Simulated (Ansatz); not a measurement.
Consider SiC in the wurtzite structure (space group P6_3mc, No. 186; a = 3.076 Å, c = 5.048 Å).

Perturbation: a hydrostatic pressure of 0.9 GPa.

The values are results of DFT with PBEsol, PAW potentials and a 420 eV plane-wave cutoff in Ansatz (a quantum-chemistry and plane-wave program), no spin-orbit coupling, not measurements.

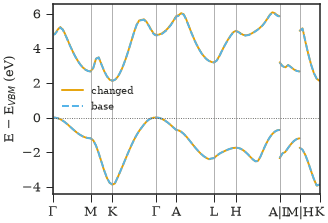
Figure. Highest valence and lowest conduction band along the path, each from its own valence-band maximum

The gap is 2.12 eV, indirect, Γ → K; the base has 2.12 eV.

Load acts through the strain it causes; cell and atoms are relaxed under it. No phonon test of stability was made.
